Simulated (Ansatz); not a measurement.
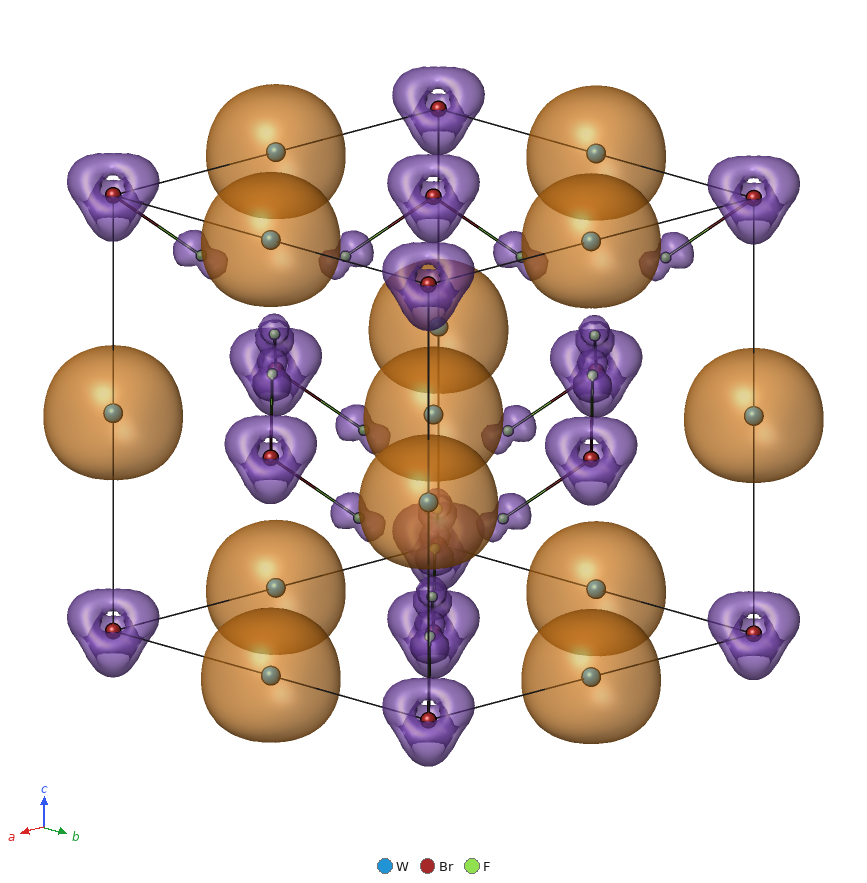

Figure 1: WBrF4. Isosurfaces of the magnetisation density (up minus down) at +0.15 (orange) and −0.15 e/Å³ (purple), seen at an oblique angle. Sticks mark near contacts.

Space group F-43m; a structure generated by program, which may or may not match a known phase; spin-polarised.

These are results of Ansatz 0.2.0, DFT PBE, scalar-relativistic, plane waves, PAW, not measurements.

```xyz
24
Lattice="8.5651 0.0000 0.0000 0.0000 0.0000 -8.5651 0.0000 8.5651 0.0000" Properties=species:S:1:pos:R:3 pbc="T T T"
W     0.0000    0.0000   -4.2826
W     4.2826    4.2826   -4.2826
W     4.2826    0.0000    0.0000
W     0.0000    4.2826    0.0000
Br    4.2826    0.0000   -4.2826
Br    0.0000    4.2826   -4.2826
Br    0.0000    0.0000    0.0000
Br    4.2826    4.2826    0.0000
F     5.4601    1.1775   -5.4601
F     1.1775    5.4601   -5.4601
F     1.1775    1.1775   -1.1775
F     5.4601    5.4601   -1.1775
F     5.4601    3.1050   -7.3876
F     1.1775    7.3876   -7.3876
F     1.1775    3.1050   -3.1050
F     5.4601    7.3876   -3.1050
F     7.3876    1.1775   -7.3876
F     3.1050    5.4601   -7.3876
F     3.1050    1.1775   -3.1050
F     7.3876    5.4601   -3.1050
F     7.3876    3.1050   -5.4601
F     3.1050    7.3876   -5.4601
F     3.1050    3.1050   -1.1775
F     7.3876    7.3876   -1.1775
```

> Which atoms carry the moments, and with what signs?

The spin density sits on W: +4.2 μB (×4) in one cell of 24 atoms, with smaller moments on other sites: Br (up to −0.48 μB) and F (up to −0.15 μB): parallel main moments (a ferromagnetic arrangement) in this solution. The cell of the calculation (6 atoms) carries 3.5 μB of net spin moment.
